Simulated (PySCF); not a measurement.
## NMR shielding calculation of C$_{5}$H$_{13}$BSSi

The run: NMR shielding calculation of C$_{5}$H$_{13}$BSSi, SMILES CBC1([SiH2]SC)CC1. Method and program: GIAO PBE0/pcSseg-1 NMR shielding, non-relativistic, gas phase (PySCF 2.14.0).

The geometry comes from this level: GFN2-xTB. It belongs to a series of runs on one base structure; here: Si replaced by C. Figures and captions count atoms from 1; the log counts them from 0 in places.

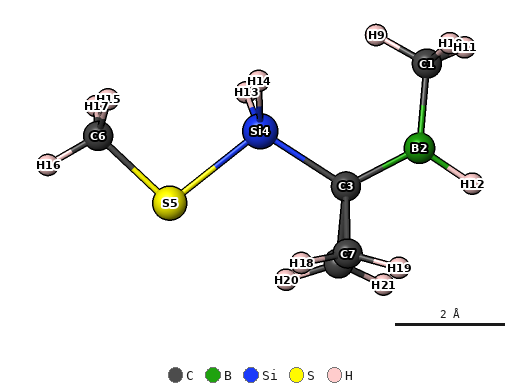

Figure 1. The structure as given in the input (ball-and-stick view, seen on its broad side; atoms are numbered from 1 in the order of the input).

Results in brief

```csv
quantity,value
outcome,converged
total energy,−910.287515 hartree
HOMO,−6.68 eV
LUMO,−0.84 eV
dipole moment,0.99 D
"isotropic shielding, C",170.6 to 176.9 ppm
"isotropic shielding, B",14.7 ppm
"isotropic shielding, Si",362.3 ppm
"isotropic shielding, S",738.8 ppm
"isotropic shielding, H",25.1 to 31.0 ppm
hardware,"1 CPU thread, shared host"
wall time,31 s
peak memory,0.96 GiB
```

Input
```
{"job": {"kind": "nmr", "xc": "PBE0", "basis": "pcSseg-1"}, "charge": 0, "multiplicity": 1}
C     -2.471440     1.417351     0.899647
B     -2.218936    -0.045967     0.385102
C     -0.812060    -0.569506     0.013753
Si     0.689423     0.536213     0.265809
S      2.456135    -0.546395    -0.320049
C      3.682051     0.758906    -0.030441
C     -0.747537    -1.521636    -1.184296
C     -0.574727    -2.072489     0.171598
H     -1.576388     1.946520     1.215605
H     -2.917986     1.999028     0.091854
H     -3.192121     1.447569     1.715181
H     -3.142852    -0.758557     0.244577
H      0.893389     0.911194     1.669148
H      0.656595     1.735220    -0.578345
H      3.454783     1.617401    -0.654398
H      4.650170     0.350233    -0.299044
H      3.674566     1.041446     1.017468
H      0.118898    -1.457705    -1.825946
H     -1.669010    -1.719231    -1.712066
H      0.412589    -2.393290     0.469866
H     -1.374464    -2.659363     0.599210
```

The first line tells a small driver script what to run in PySCF; the rest is the geometry in Å.

Run as:
```bash
OMP_NUM_THREADS=1 python <driver script> task.json out
```

The program's output
```
coarse grid: 17824 points
cycle   1  E = -910.1839384709  dE =  7.290e-01  |g| = 4.449e-01  |ddm| = 4.002e+00
cycle   2  E = -910.1791808789  dE =  4.758e-03  |g| = 4.766e-01  |ddm| = 9.536e-01
cycle   3  E = -910.2392144278  dE = -6.003e-02  |g| = 4.891e-02  |ddm| = 5.238e-01
cycle   4  E = -910.2396239071  dE = -4.095e-04  |g| = 2.645e-02  |ddm| = 6.528e-02
cycle   5  E = -910.2397934117  dE = -1.695e-04  |g| = 5.039e-03  |ddm| = 2.845e-02
cycle   6  E = -910.2397998698  dE = -6.458e-06  |g| = 1.472e-03  |ddm| = 7.201e-03
final grid: 160760 points
cycle   7  E = -910.2874866927  dE = -3.918e-05  |g| = 1.050e-02  |ddm| = 3.242e-02
cycle   8  E = -910.2874732123  dE =  1.348e-05  |g| = 1.280e-02  |ddm| = 1.970e-02
cycle   9  E = -910.2875146456  dE = -4.143e-05  |g| = 6.052e-04  |ddm| = 1.102e-02
cycle  10  E = -910.2875147274  dE = -8.174e-08  |g| = 2.064e-04  |ddm| = 6.694e-04
cycle  11  E = -910.2875147376  dE = -1.021e-08  |g| = 3.806e-05  |ddm| = 1.769e-04
cycle  12  E = -910.2875147379  dE = -3.054e-10  |g| = 1.649e-05  |ddm| = 6.024e-05
```

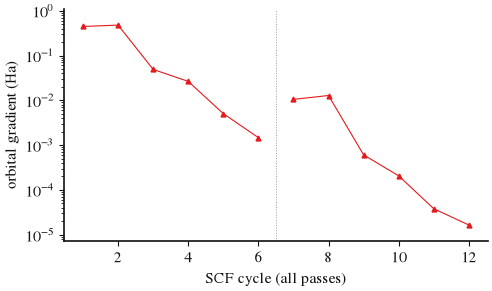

Figure 2. Convergence of the self-consistent field: orbital gradient against the SCF cycle. The dotted line marks the change from a coarse to the final integration grid. The first 6 cycles use a coarse grid, the final grid takes over at cycle 7, and the field converges after 12 cycles in all.

```
converged SCF energy = -910.2875147379

GIAO shielding tensors (ppm)
atom      isotropic    diamagn.    paramagn.     s11        s22        s33       span
  0 C      171.761     254.186     -82.425    148.002    179.732    187.550     39.548
  1 B       14.691     189.785    -175.093    -62.567     -2.490    109.131    171.698
  2 C      176.926     258.866     -81.941    117.712    185.267    227.798    110.086
  3 Si     362.263     882.693    -520.430    307.474    359.805    419.509    112.035
  4 S      738.835    1061.457    -322.622    641.330    660.825    914.351    273.022
  5 C      174.535     250.598     -76.063    164.233    167.695    191.679     27.446
  6 C      171.384     252.292     -80.908    142.501    176.997    194.653     52.152
  7 C      170.640     253.331     -82.692    140.500    176.599    194.821     54.321
  8 H       30.521      33.725      -3.204     25.738     31.942     33.882      8.144
  9 H       30.960      29.649       1.311     26.867     28.968     37.045     10.177
 10 H       30.447      28.442       2.005     26.761     27.808     36.771     10.009
 11 H       25.073      31.050      -5.977     19.607     26.248     29.365      9.758
 12 H       26.537      31.903      -5.366     22.344     25.850     31.415      9.071
 13 H       26.659      32.307      -5.648     22.553     26.005     31.419      8.866
 14 H       29.784      30.017      -0.233     23.800     27.717     37.835     14.035
 15 H       29.557      28.159       1.398     23.339     26.659     38.674     15.335
 16 H       29.760      29.704       0.056     23.778     27.606     37.897     14.119
 17 H       30.306      32.385      -2.079     22.648     30.216     38.053     15.405
 18 H       30.629      31.593      -0.964     24.397     26.577     40.912     16.515
 19 H       30.297      32.478      -2.182     22.470     30.376     38.044     15.574
 20 H       30.572      31.586      -1.014     24.255     26.497     40.965     16.709
```

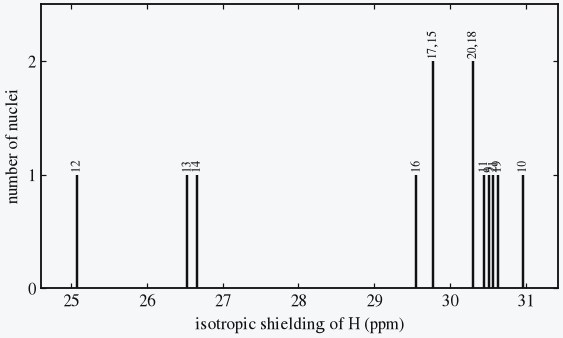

Figure 3. Isotropic shieldings of the hydrogen nuclei in this fixed geometry, labelled by atom number; shielding grows to the right, so chemical shift grows to the left. The least shielded is H12 (25.1 ppm), the most shielded H10 (31.0 ppm).

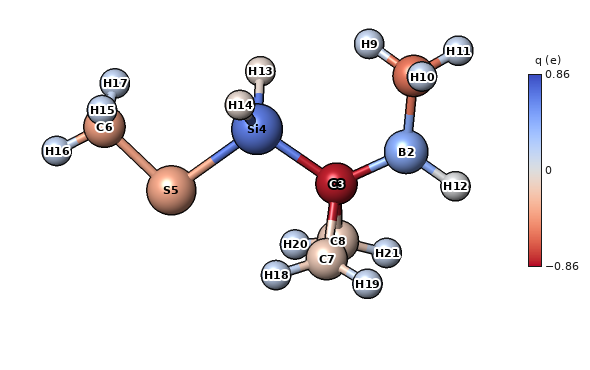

Figure 4. Mulliken charges, as the colour of each atom (ball-and-stick view, seen at a tilt; atoms are numbered from 1 in the order of the input). By element: C −0.82 to −0.15, B +0.43, Si +0.65, S −0.36 and H −0.06 to +0.16 e.
